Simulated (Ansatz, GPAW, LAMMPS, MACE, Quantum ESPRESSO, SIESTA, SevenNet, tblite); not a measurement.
## Rapidly quenched Si24Mg76 (at. %) (110 atoms) in GPAW

Aim: run rapidly quenched Si24Mg76 (at. %) (110 atoms) in GPAW and see how near its forces come to a plane-wave reference, and at what cost.

Main program and level: GPAW 26.7.0; the method is named at each step.

### 1. The structure

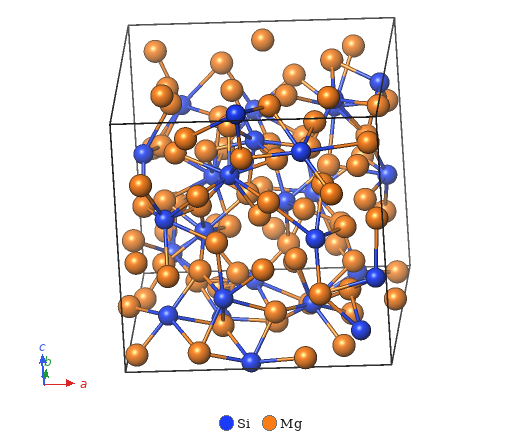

The cell as given, slightly off an axis (silicon blue, magnesium orange). Bonds to atoms that aren't drawn are left out. Some periodic images of atoms are drawn too.

The cell holds 110 atoms: 26 Si and 84 Mg. Cell: a = 13.533 Å, b = 13.533 Å, c = 13.533 Å, α = 90.0°, β = 90.0°, γ = 90.0°. 110 atoms (26 Si, 84 Mg) placed at random at 1.75 g/cm³, melted at 2000 K for 10 ps at fixed volume with the MEAM Al-Si-Mg-Cu-Fe potential (Jelinek et al., Phys. Rev. B 85, 245102 (2012)). Quenched from 2000 K to 300 K at 5 K/ps and zero pressure, held 5 ps.

The yardstick, on the same geometry:

- method: Kohn-Sham DFT, PBE, SSSP efficiency 1.3.0 pseudopotentials, plane waves (Quantum ESPRESSO 7.5); sssp-pbe-1.3.0-efficiency, cutoffs 45/360 Ry, Γ point
- r.m.s. force component: 0.3326 eV/Å
- longest force: 1.452 eV/Å
- pressure: -1.376 GPa
- time: 16 min on 1 thread of Arm Neoverse V2, shared host
- CPU time: 16 min

### 2. PBE, LCAO dzp, h 0.2 Å

Method: Kohn-Sham DFT, PBE, PAW, atomic orbitals (dzp).

run.py reads:

```python
import numpy as np
from ase.io import read
from gpaw import GPAW, FermiDirac
from ase.parallel import parprint as print

atoms = read("structure.xyz")
atoms.calc = GPAW(
    mode="lcao",
    basis="dzp",
    h=0.2,
    xc="PBE",
    kpts={"size": (1, 1, 1), "gamma": True},
    occupations=FermiDirac(0.05),
    maxiter=200,
    symmetry={"point_group": False},
    txt="gpaw.txt",
)
energy = atoms.get_potential_energy(force_consistent=True)
forces = atoms.get_forces()
print(f"energy {energy:.6f} eV")
print("forces (eV/A)")
for i, (a, f) in enumerate(zip(atoms, forces)):
    print(f"{i:4d} {a.symbol:2s} {f[0]:10.5f} {f[1]:10.5f} {f[2]:10.5f}")
print(f"Fermi level {atoms.calc.get_fermi_level():.4f} eV")
for k in range(len(atoms.calc.get_ibz_k_points())):
    for s in range(atoms.calc.get_number_of_spins()):
        e = atoms.calc.get_eigenvalues(kpt=k, spin=s)
        n = np.searchsorted(e, atoms.calc.get_fermi_level())
        print(f"k {k} spin {s} levels about the Fermi level:", np.round(e[max(n - 6, 0):n], 4).tolist(), "|", np.round(e[n:n + 6], 4).tolist())
```

structure.xyz reads:

```xyz
110
Lattice="13.53281 0.00000 0.00000 0.00000 13.53281 0.00000 0.00000 0.00000 13.53281" Properties=species:S:1:pos:R:3 pbc="T T T"
Si 2.56244 12.27751 9.59747
Si 6.23226 12.58308 9.11164
Si 12.96606 9.26429 11.71914
Si 6.62418 7.31029 9.52656
Si 9.44468 1.83045 11.00745
Si 9.93484 1.51216 6.38153
Si 12.92627 0.76460 4.46380
Si 12.98690 10.06597 6.36191
Si 2.24239 2.52630 7.25169
Si 4.48450 6.16122 0.34901
Si 1.80325 10.46966 2.26539
Si 12.05936 0.34103 1.78998
Si 6.06270 8.48900 1.44909
Si 11.27242 8.80187 1.62719
Si 6.33714 0.90156 13.52564
Si 4.21033 9.49665 6.80213
Si 10.43298 11.13074 9.74444
Si 0.96814 6.88143 9.12883
Si 5.56577 3.71273 9.10569
Si 3.84981 6.46435 4.98779
Si 2.11166 2.51372 2.02640
Si 9.29163 4.44201 1.70906
Si 5.07250 1.44923 3.29876
Si 9.08336 11.60466 4.91282
Si 7.85918 8.86900 5.53641
Si 10.71677 7.89721 11.43387
Mg 10.56804 9.07402 4.20681
Mg 4.70942 12.52651 11.73024
Mg 1.81204 7.77027 6.19207
Mg 8.99824 6.29682 6.12982
Mg 10.51161 10.32242 12.59918
Mg 6.97792 11.32087 13.39112
Mg 4.85070 1.92788 6.15337
Mg 12.61150 11.53401 3.78540
Mg 4.53918 12.40566 7.11203
Mg 2.36743 0.96340 4.77519
Mg 1.72476 6.09937 3.41798
Mg 1.27587 13.21195 2.37650
Mg 5.44398 6.14890 2.78952
Mg 4.94949 8.74030 4.32928
Mg 10.31796 3.09008 8.72149
Mg 6.11074 7.20852 6.68670
Mg 1.35585 12.72003 12.39348
Mg 8.32444 6.63635 3.15314
Mg 8.14364 9.61533 11.02532
Mg 4.80266 3.20971 1.12931
Mg 8.64584 12.46845 7.61532
Mg 0.46336 8.25068 0.70168
Mg 9.96082 4.78940 11.45390
Mg 11.55404 12.56088 6.40264
Mg 4.04049 10.23162 0.40247
Mg 2.31235 4.46190 13.23346
Mg 6.91662 4.12859 6.71972
Mg 3.88987 4.69534 7.08064
Mg 13.07933 6.53026 11.54119
Mg 2.10070 9.95419 11.46026
[... 50 atom lines left out ...]
Mg 1.65439 9.68733 8.43568
Mg 2.48449 7.18335 11.71765
Mg 3.18021 8.02103 1.67861
Mg 10.09236 0.43454 3.78905
```

Run with:

```
$ OMP_NUM_THREADS=1 mpirun -np 2 gpaw python run.py > output.txt
```

Output:

```text
energy -236.995278 eV
forces (eV/A)
   0 Si   -0.63015    0.11049    0.02149
   1 Si    0.58122    0.26228    0.32228
   2 Si   -0.30846    0.09404    0.23116
   3 Si    0.39581    1.31882    0.54942
   4 Si    0.06762   -0.12388    0.34238
   5 Si   -0.01023   -0.04534    0.45204
   6 Si    0.13306   -0.52906   -0.19801
   7 Si    0.01346   -0.19776   -0.09572
   8 Si    0.04388   -0.30158   -0.51508
   9 Si    0.27619   -0.30394   -0.94436
  10 Si   -0.32237   -0.45986   -0.28012
  11 Si   -0.51788   -0.44709   -0.04925
  12 Si   -0.49958   -0.42969   -0.45383
  13 Si    0.03839    0.34153    0.04428
  14 Si    0.11771    0.14804    0.00142
  15 Si   -0.34120    0.24824    0.66066
  16 Si   -0.34724   -0.05985   -0.46982
  17 Si    0.13728    0.09581   -0.48485
  18 Si    0.00463   -1.03533   -0.29300
  19 Si    0.14136   -0.58397    0.00295
  20 Si    0.68856    0.38583    0.39809
  21 Si   -0.15313   -0.06884   -0.15863
  22 Si   -0.07630   -0.21768    0.28779
  23 Si    0.44835   -0.04673   -0.28110
[...]
102 Mg   -0.10729   -0.01365    0.77647
 103 Mg   -0.01076   -0.18970    0.34074
 104 Mg   -0.13474    0.02071    0.28086
 105 Mg   -0.16755   -0.33530   -0.17458
 106 Mg    0.34298    0.04182   -0.25785
 107 Mg    0.34251   -0.40678    0.24629
 108 Mg   -0.06870   -0.28444    0.54459
 109 Mg   -0.28979   -0.31122    0.05779
Fermi level 3.9922 eV
k 0 spin 0 levels about the Fermi level: [3.7756, 3.8109, 3.8675, 3.9197, 3.9358, 3.9742] | [4.0012, 4.0288, 4.1008, 4.1525, 4.181, 4.2107]
```

gpaw.txt:

```text
Input parameters:
  mode=LCAO(),
  basis={'default': 'dzp'},
  h=0.2,
  kpts=MonkhorstPack(size=(1, 1, 1), gamma=True),
  maxiter=200,
  occupations=Occupations(name='fermi-dirac', width=0.05, fixmagmom=False),
  symmetry=Symmetry(point_group=False),
  xc=XC(name='PBE')
Unit cell  # Å
| periodic |         x |         y |         z |   lengths |    angles |
|----------|-----------|-----------|-----------|-----------|-----------|
|      yes | 13.532810 |  0.000000 |  0.000000 | 13.532810 | 90.000000 |
|      yes |  0.000000 | 13.532810 |  0.000000 | 13.532810 | 90.000000 |
|      yes |  0.000000 |  0.000000 | 13.532810 | 13.532810 | 90.000000 |
Number of symmetries: 1
Symmetry operations  # r_c * U_cc + t_c -> r_c
|   | kind |            matrix            |
|---|------|------------------------------|
| 0 |  E   |  1, 0, 0,  0, 1, 0,  0, 0, 1 |
BZ-sampling:
  Number of BZ points: 1
  Number of IBZ points: 1
  Monkhorst-Pack size: [1, 1, 1]
  Monkhorst-Pack shift: [0, 0, 0]
[... lines left out ...]
Reference energy: -662815.121154  # eV
eigensolver:
density mixing:
  MSR1-Mixer
occupation numbers:
  Fermi-Dirac:
    width: 0.0500  # eV
FastPoissonSolver using
    Stencil: 6*3+1=19 point O(h^6) finite-difference Laplacian
xc functional:
  name: PBE with 2 nearest neighbor stencil
interpolation: tri-quintic # 5. degree polynomial
Initialization done in: 9.601 s
convergence criteria:
- Maximum [total energy] change in last 3 cyles: 0.0005 eV / valence electron
- Maximum integral of absolute [dens]ity change: 0.0001 electrons / valence electron
- Maximum integral of absolute [eigenst]ate change: 4e-08 eV^2 / valence electron
maximum number of iterations: 200
SCF iterations
|iter     |      energy | eigst |  dens |
|---------|-------------|-------|-------|
|iter:   1| -240.223111 |      c|       |
|iter:   2| -239.241365 |      c| -1.39 |
|iter:   3| -257.864642 |      c| -1.42 |
|iter:   4| -265.588212 |      c| -1.36 |
|iter:   5| -237.805816 |      c| -1.29 |
|iter:   6| -240.323126 |      c| -1.90 |
|iter:   7| -237.099715 |      c| -1.75 |
|iter:   8| -236.863951 |      c| -2.24 |
|iter:   9| -236.921059c|      c| -2.51 |
|iter:  10| -236.788245c|      c| -2.46 |
|iter:  11| -236.815968c|      c| -2.93 |
[...]
|iter:  15| -236.779579c|      c| -3.85 |
|iter:  16| -236.779383c|      c| -3.69 |
|iter:  17| -236.779381c|      c| -4.17c|
Converged in 17 steps
SCF loop duration: 492.080 s (28.946 s/step)
Energy contributions relative to reference atoms: (reference = -662815.121154)
Energy contributions:
  Kinetic:         377.112506
  Coulomb:        -220.051343
  Zero:              0.151119
  External:          0.000000
  Xc:             -393.775767
  Entropy:          -0.431794
  Spinorbit:         0.000000
  ----------------------------
  Free energy:    -236.995278
  Extrapolated:   -236.779381
dipole moment: (46.518923, -34.346109, -69.014572)  # |e|*Ang
Fermi level: 3.992
Eigenvalues  # (at kpt = [0.000, 0.000, 0.000])
| band index |      eig [eV] | occ [0-2] |
|------------|---------------|-----------|
|          0 |       -72.534 |     2.000 |
|        ... |               |           |
|        464 |         3.705 |     1.994 |
|        465 |         3.725 |     1.990 |
[...]
|        479 |         4.294 |     0.005 |
|        ... |               |           |
|        570 |         7.681 |     0.000 |
Gap: 0.027 eV
Transition (v -> c):
  (s=0, k=0, n=471, [0.00, 0.00, 0.00]) -> (s=0, k=0, n=472, [0.00, 0.00, 0.00])
No difference between direct/indirect transitions
Force computation time: 81.230  # s
```

The job ended after 9.7 min (2 MPI ranks of Arm Neoverse V2, shared host; peak memory 3.7 GiB).

Banners, paths, timers and routine set-up lines are dropped from the logs unmarked, and long logs keep their key lines alone; longer cuts are marked.

Compared with the plane-wave run:

```yaml
r_m_s_force_component: 0.3508 eV/Å
r_m_s_difference_of_force_components: 37.56 meV/Å
longest_difference_of_force_vectors: 126.6 meV/Å
force_difference_over_r_m_s_force: 11.29 %
slope_of_forces_against_the_reference_s: 1.05
correlation_of_force_components: 0.9954
```

Length of the force difference by element (eV/Å):

```tsv
element	atoms	mean	most
Mg	84	0.065	0.13
Si	26	0.037	0.092
```

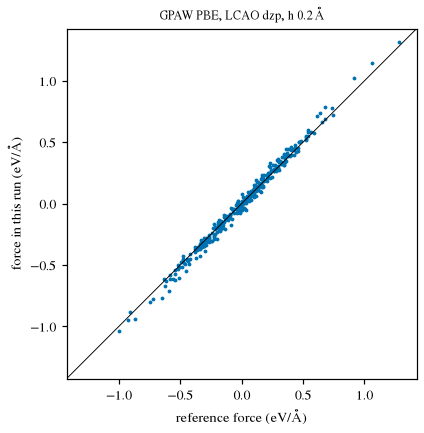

Force components against those of the reference; the line marks equality.

The surroundings of Si4, which bears the longest force, nearest first, numbered as they follow in the input and with coordinates relative to it.

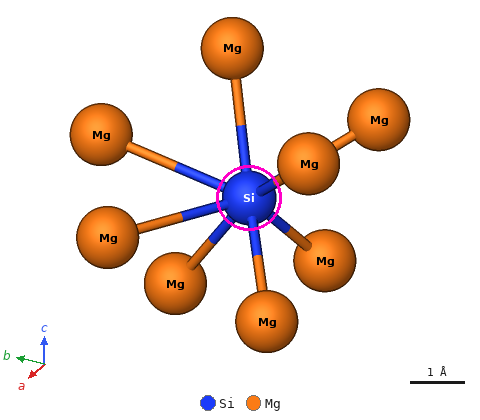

The atoms of the table, within 3.1 Å (arrows a, b, c point along x, y, z); some may hide others; the central atom is ringed.

```tsv
atom	x	y	z	distance (Å)	bonds	Fx	Fy	Fz (eV/Å)
Si4	0.00	0.00	0.00	0.00	8	0.40	1.32	0.55
Mg87	1.25	-2.23	-0.16	2.56	8	0.33	-0.94	-0.01
Mg75	-2.52	0.06	-0.52	2.58	11	-0.78	0.35	-0.15
Mg105	-1.09	0.92	2.41	2.79	10	-0.13	0.02	0.28
Mg70	2.76	0.11	-0.50	2.81	9	-0.02	0.50	-0.07
Mg42	-0.51	-0.10	-2.84	2.89	10	-0.30	-0.08	0.25
Mg58	-1.07	-2.15	1.68	2.93	9	-0.18	0.43	1.02
Mg80	0.49	2.70	-1.28	3.03	11	0.06	-0.61	-0.37
Mg45	1.52	2.31	1.50	3.14	10	-0.04	-0.35	-0.36
```

Atoms are counted from 1 here, from 0 in the log.

Forces lie 11 % from the reference's, at 1.2 times its CPU time (on 2 against 1 cores).

### 3. PBE, LCAO szp(dzp), h 0.2 Å

Method: Kohn-Sham DFT, PBE, PAW, atomic orbitals (szp(dzp)).

run.py, as its differences from that of step 2:

```diff
@@ -3,3 +3,2 @@
 from gpaw import GPAW, FermiDirac
-from ase.parallel import parprint as print
 
@@ -8,3 +7,3 @@
     mode="lcao",
-    basis="dzp",
+    basis="szp(dzp)",
     h=0.2,
```

structure.xyz is that of step 2.

Run with:

```
$ OMP_NUM_THREADS=1 python run.py > output.txt
```

Output:

```text
energy -217.702455 eV
forces (eV/A)
   0 Si   -0.65224    0.15442    0.00934
   1 Si    0.58917    0.25368    0.32186
   2 Si   -0.36895    0.08260    0.26336
   3 Si    0.39835    1.30887    0.57527
   4 Si    0.03476   -0.13450    0.31661
   5 Si   -0.01335   -0.03681    0.43555
   6 Si    0.13865   -0.54282   -0.20658
   7 Si   -0.02445   -0.15814   -0.08503
   8 Si    0.08775   -0.29141   -0.53069
   9 Si    0.25837   -0.30630   -0.92708
  10 Si   -0.30579   -0.45387   -0.29146
  11 Si   -0.52711   -0.41294   -0.02295
[...]
105 Mg   -0.12951   -0.33786   -0.18995
 106 Mg    0.32989    0.01437   -0.26783
 107 Mg    0.29002   -0.39774    0.26098
 108 Mg   -0.08681   -0.30848    0.50888
 109 Mg   -0.33737   -0.30173    0.03667
Fermi level 4.0767 eV
k 0 spin 0 levels about the Fermi level: [3.8458, 3.8911, 3.9248, 4.0063, 4.0253, 4.0572] | [4.0879, 4.1109, 4.1963, 4.2346, 4.2626, 4.3085]
```

gpaw.txt:

```text
Input parameters:
  mode=LCAO(),
  basis={'default': 'szp(dzp)'},
  h=0.2,
  kpts=MonkhorstPack(size=(1, 1, 1), gamma=True),
  maxiter=200,
  occupations=Occupations(name='fermi-dirac', width=0.05, fixmagmom=False),
  symmetry=Symmetry(point_group=False),
  xc=XC(name='PBE')
[... lines left out ...]
  Fermi-Dirac:
[... lines left out ...]
convergence criteria:
- Maximum [total energy] change in last 3 cyles: 0.0005 eV / valence electron
[... lines left out ...]
Converged in 17 steps
[... lines left out ...]
  Free energy:    -217.702455
[... lines left out ...]
Fermi level: 4.077
[... lines left out ...]
|          0 |       -72.984 |     2.000 |
|        ... |               |           |
|        464 |         3.781 |     1.995 |
|        465 |         3.796 |     1.993 |
[...]
|        479 |         4.382 |     0.004 |
|        ... |               |           |
|        570 |         8.042 |     0.000 |
Gap: 0.031 eV
Transition (v -> c):
  (s=0, k=0, n=471, [0.00, 0.00, 0.00]) -> (s=0, k=0, n=472, [0.00, 0.00, 0.00])
No difference between direct/indirect transitions
Force computation time: 73.681  # s
timing:  # [seconds]
  Total:  602.569  # ━━━━━━━━━━━━━━━━━━━━━━━━━━━━━━━━━━━━━━━━━━━━━━━━━━━━━━━━
  Init:    19.548  # ━━
  SCF:    509.305  # ━━━━━━━━━━━━━━━━━━━━━━━━━━━━━━━━━━━━━━━━━━━━━━━╸
  Forces:  73.681  # ━━━━━━━
```

Run time: 10 min. Hardware: 1 thread; peak memory 2.7 GiB.

Against the reference:

| Item | Value |
| --- | --- |
| r.m.s. force component | 0.3535 eV/Å |
| r.m.s. difference of force components | 56.03 meV/Å |
| longest difference of force vectors | 206.1 meV/Å |
| force difference over r.m.s. force | 16.84 % |
| slope of forces against the reference's | 1.051 |
| correlation of force components | 0.9885 |

This is a coarse setting, run to see what it loses.

Against the first run (11 %), the force difference from the reference is 17 %, at 0.52 times the CPU time (on 1 against 2 cores), with 1158 basis functions against 1934: the smaller basis costs accuracy.

### 4. PBE, LCAO dzp, h 0.22 Å

Method: Kohn-Sham DFT, PBE, PAW, atomic orbitals (dzp).

run.py, as its differences from that of step 3:

```diff
@@ -7,4 +7,4 @@
     mode="lcao",
-    basis="szp(dzp)",
-    h=0.2,
+    basis="dzp",
+    h=0.22,
     xc="PBE",
```

structure.xyz is that of step 3.

Output:

```text
energy -236.610951 eV
forces (eV/A)
   0 Si   -0.62913    0.11179    0.02217
   1 Si    0.57333    0.26157    0.31856
   2 Si   -0.30551    0.09489    0.23058
   3 Si    0.40008    1.31824    0.54791
   4 Si    0.07170   -0.12641    0.34504
   5 Si   -0.01243   -0.04056    0.45178
[...]
107 Mg    0.34134   -0.40328    0.24665
 108 Mg   -0.06792   -0.28715    0.54431
 109 Mg   -0.28525   -0.31225    0.06523
Fermi level 3.9922 eV
k 0 spin 0 levels about the Fermi level: [3.7757, 3.8109, 3.8676, 3.9197, 3.9358, 3.9742] | [4.0012, 4.0289, 4.1008, 4.1525, 4.181, 4.2108]
```

gpaw.txt:

```text
Input parameters:
  mode=LCAO(),
  basis={'default': 'dzp'},
  h=0.22,
  kpts=MonkhorstPack(size=(1, 1, 1), gamma=True),
  maxiter=200,
  occupations=Occupations(name='fermi-dirac', width=0.05, fixmagmom=False),
[... lines left out ...]
  Fermi-Dirac:
[... lines left out ...]
convergence criteria:
- Maximum [total energy] change in last 3 cyles: 0.0005 eV / valence electron
[... lines left out ...]
Converged in 17 steps
[... lines left out ...]
  Free energy:    -236.610951
[... lines left out ...]
Fermi level: 3.992
[... lines left out ...]
|        ... |               |           |
|        570 |         7.681 |     0.000 |
Gap: 0.027 eV
Transition (v -> c):
  (s=0, k=0, n=471, [0.00, 0.00, 0.00]) -> (s=0, k=0, n=472, [0.00, 0.00, 0.00])
No difference between direct/indirect transitions
Force computation time: 108.182  # s
timing:  # [seconds]
  Total:  820.214  # ━━━━━━━━━━━━━━━━━━━━━━━━━━━━━━━━━━━━━━━━━━━━━━━━━━━━━━━━
  Init:    20.672  # ━╸
  SCF:    691.324  # ━━━━━━━━━━━━━━━━━━━━━━━━━━━━━━━━━━━━━━━━━━━━━━━
  Forces: 108.182  # ━━━━━━━╸
```

Run time: 14 min. Hardware: 1 thread; peak memory 2.1 GiB.

Against the reference:

| Property | Result |
| --- | --- |
| r.m.s. force component | 0.3508 eV/Å |
| r.m.s. difference of force components | 37.5 meV/Å |
| longest difference of force vectors | 124.3 meV/Å |
| force difference over r.m.s. force | 11.28 % |
| slope of forces against the reference's | 1.05 |
| correlation of force components | 0.9954 |
| energy less the same-level run's | 3.494 meV/atom |
| r.m.s. force difference from the same-level run | 2.948 meV/Å |

This is a coarse setting, run to see what it loses.

Against the first run (11 %), the force difference from the reference is 11 %, at 0.70 times the CPU time (on 1 against 2 cores): the change moves forces by 2.9 meV/Å r.m.s., so most of the difference comes from elsewhere.

(Continued in part 2 of 2.)

[Also dropped from logs without a mark: logging warnings of Python, and SIESTA's first energy breakdown and zero terms.]

[Logs are printed without paths, hosts, clocks, repeated set-up lines and the standing remarks that a program may print on its own settings, such as how far it seeks lower states.]

[Hosts, paths, dates, database ids (printed as entryN), source tags and the programs' standing remarks are cut or masked in the printed files.]
